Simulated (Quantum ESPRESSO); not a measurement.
# Voltage at the next charge: Pd(100), 5 layers against an electrode

**Set-up.** Quantum ESPRESSO 7.5, PBE, GBRV ultrasoft; ESM with bc3, a metal electrode 5.95 Å above the top atoms; cell area 7.566 Å²; ions fixed. V is the potential energy of an electron at the electrode over the slab's Fermi level, divided by e, so that it equals the work function at zero charge; positive charge removes electrons.

| charge (e a cell) | V (V) |
| --- | --- |
| 0 | 5.123 |
| 0.0113 | 6.323 |
| 0.0227 | 7.546 |

To predict: What is V at a charge of 0.0454 e, and what capacitance do the rows imply?

By hand: The last two rows give dV/dq = (7.546 − 6.323)/(0.0227 − 0.0113) = 107.3 V/e, so C = 1602/(7.566 × 107.3) = 1.97 µF/cm², an effective gap of 8.854/1.97 = 4.49 Å. At constant C, V = 7.546 + 107.3 × 0.0227 = 9.98 V.

**The withheld run.** V = 10.016 V; the estimate misses by −0.03 V, 1.4 % of the step. Over the three intervals C goes 1.99, 1.97 and 1.95 µF/cm².

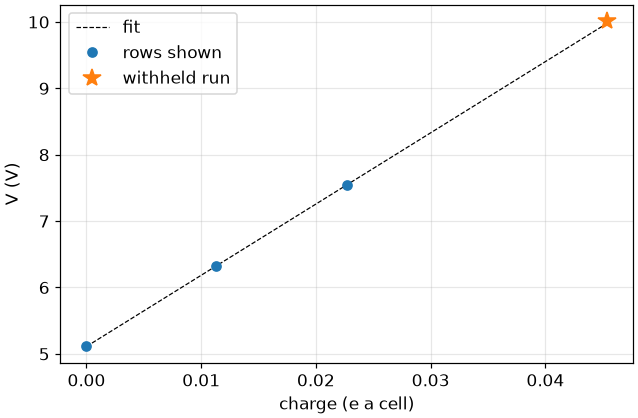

The rows shown, the fit and the withheld run.

**Limits.** Vacuum fills the gap; a dielectric or electrolyte would change C. The slab is thin.
